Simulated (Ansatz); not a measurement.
H$_{5}$OPSi$_{2}$ (SMILES [SiH3]O[SiH]=P)

```xyz
9

O    -0.5621    0.0832   -1.6571
P    -0.1013   -1.5860   -4.5196
Si   -1.0234   -0.9311   -0.4055
Si   -0.1714    0.0448   -3.2542
H     0.0361   -1.9554   -0.1766
H    -2.3073   -1.6043   -0.7554
H    -1.1962   -0.0870    0.8067
H     0.1376    1.4392   -3.6574
H    -0.4991   -2.4230   -3.4227
```

Geometry: PBE0-D3(BJ)/def2-SVP.

All numbers below come from isolated molecule in a Gaussian basis; Kohn-Sham density functional theory, functional PBE0 (Ansatz).

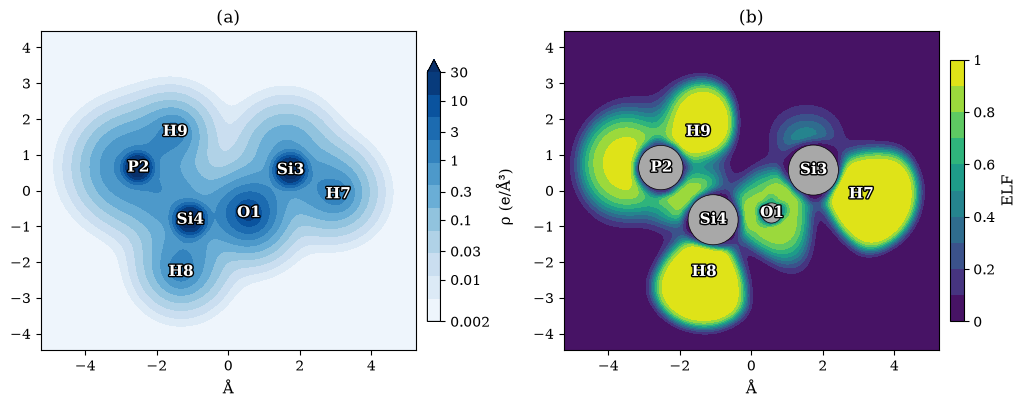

Figure 1. (a) total electron density; (b) electron localisation function on the plane of atoms Si4, P2 and H9. Grey discs cover the atomic cores in the ELF map.

### What do the fields say about this system?

- The plane passes through O, P, Si and H nuclei.
- Si–O (1.64 Å): ρ is about 1.1 e/Å³ halfway; the ELF peaks at about 0.85 between the atoms: a polar covalent bond.
- Si–P (2.07 Å): ρ at the midpoint is about 0.87 e/Å³; the ELF peaks at about 0.90 between the atoms: a covalent bond.
- P–H (1.44 Å): ρ is about 1 e/Å³ halfway; the ELF climbs to about 1 towards the hydrogen, as it does in any bond to H.
- Si–H (1.48 Å): ρ is about 0.84 e/Å³ halfway; the ELF climbs to about 1 towards the hydrogen.
- The ELF also peaks beside O1 and P2, away from the bonds: lone-pair regions.

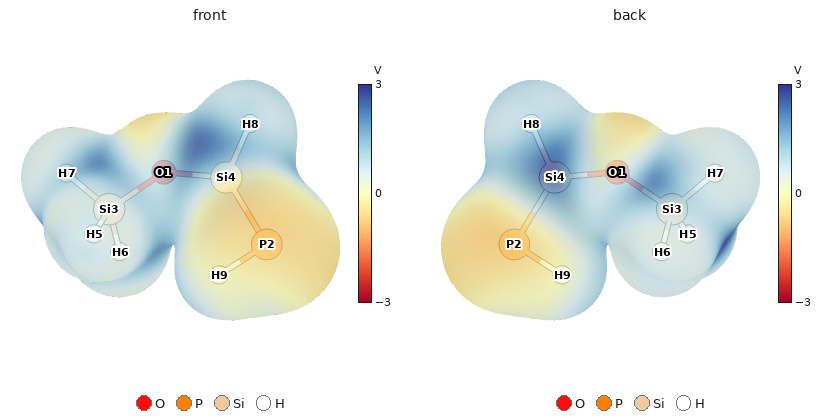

Figure 2. The molecular electrostatic potential painted on the density surface at 0.004 e/bohr³, seen from the front and from behind; red is negative and blue positive.

### Which sites attract a positive test charge, and which a negative one?

A positive charge is drawn to the negative regions and a negative charge to the positive ones. The most negative region (about −0.7 V) lies over P2, the most positive (about +2.6 V) over Si3 and Si4.

### What dipole moment does the calculation give?

Its dipole moment is 2.07 D.

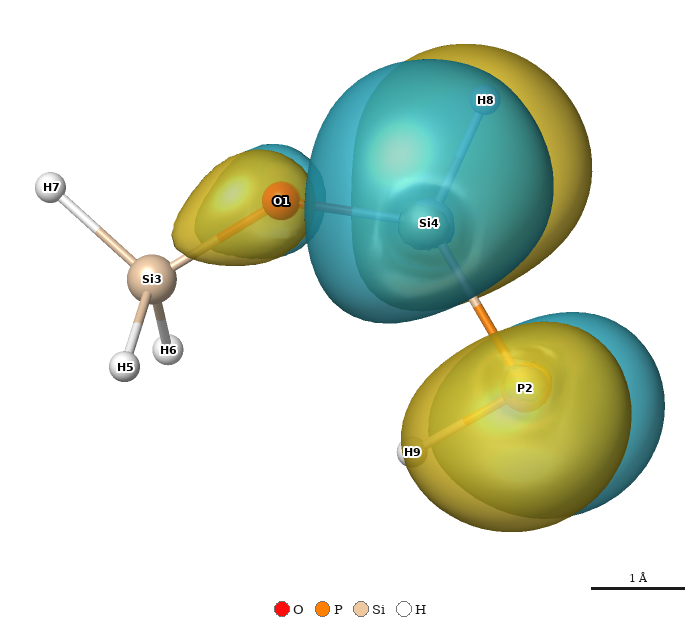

Figure 3. The LUMO at ±0.08 Å⁻³ᐟ² (yellow and cyan are the two phases), seen at an oblique angle.

### Describe this orbital and give its energy.

Its weight (Hirshfeld) is mainly on Si4 (about 50 %), P2 (about 30 %) and H8 (about 5 %); π-antibonding (π*) across Si4–P2. Its energy is −1.54 eV.

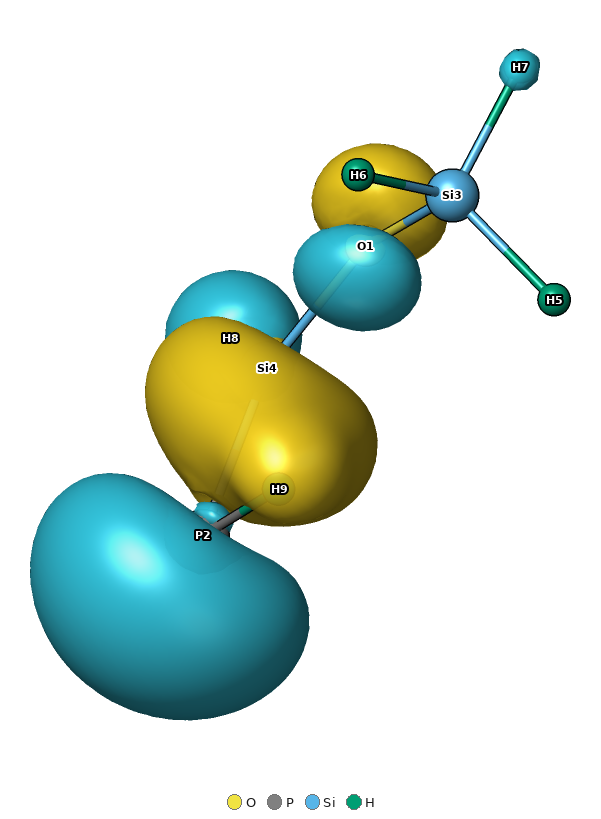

Figure 4. The HOMO−1 at ±0.1 Å⁻³ᐟ² (yellow and cyan are the two phases), seen at an oblique angle.

### What is the character of this orbital?

By Hirshfeld shares it lies mainly on P2 (about 65 %), Si4 (about 15 %) and O1 (about 10 %). Its energy is −8.10 eV.
